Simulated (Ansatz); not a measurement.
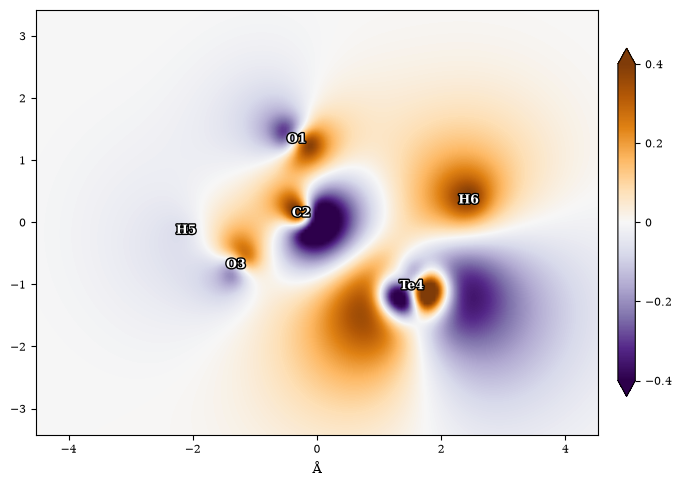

Figure 1: CH2O2Te (SMILES O=C(O)[TeH]). One frontier orbital on the molecular plane (values in Å⁻³ᐟ²; the overall sign is arbitrary).

Geometry: PBE0-D4/def2-TZVP; core potentials replace the inner electrons of Te.

Computed with RKS PBE0-D4/def2-TZVPP in Ansatz 0.2.0.

The calculation's input:

```
crystal:
  periodic: [false, false, false]
  atoms:
    - {symbol: O, position_ang: [-0.175192, -0.702451, 1.165430]}
    - {symbol: C, position_ang: [0.171383, -0.195685, 0.145401]}
    - {symbol: O, position_ang: [1.356647, -0.399281, -0.447052]}
    - {symbol: Te, position_ang: [-0.953394, 1.169729, -1.047837]}
    - {symbol: H, position_ang: [1.850467, -1.021524, 0.110449]}
    - {symbol: H, position_ang: [-2.207811, 1.085211, 0.027408]}
basis:
  gaussian: {orbitals: def2-TZVPP}
hamiltonian: {xc: pbe0, dispersion: d4}
output: {orbitals: {seedname: orbitals}}
```

Launched as:

```sh
ansatz run in.yaml --threads 2 --pin off --events-out ev --progress --plain --max-ram 4352MiB
```

**Which orbital is it: HOMO or LUMO?**

The LUMO, at −1.10 eV. It lies mainly on Te4 (about 70 %), C2 (about 15 %) and H6 (about 10 %); it is symmetric in the molecular plane (an in-plane orbital: σ, lone-pair or in-plane π type).
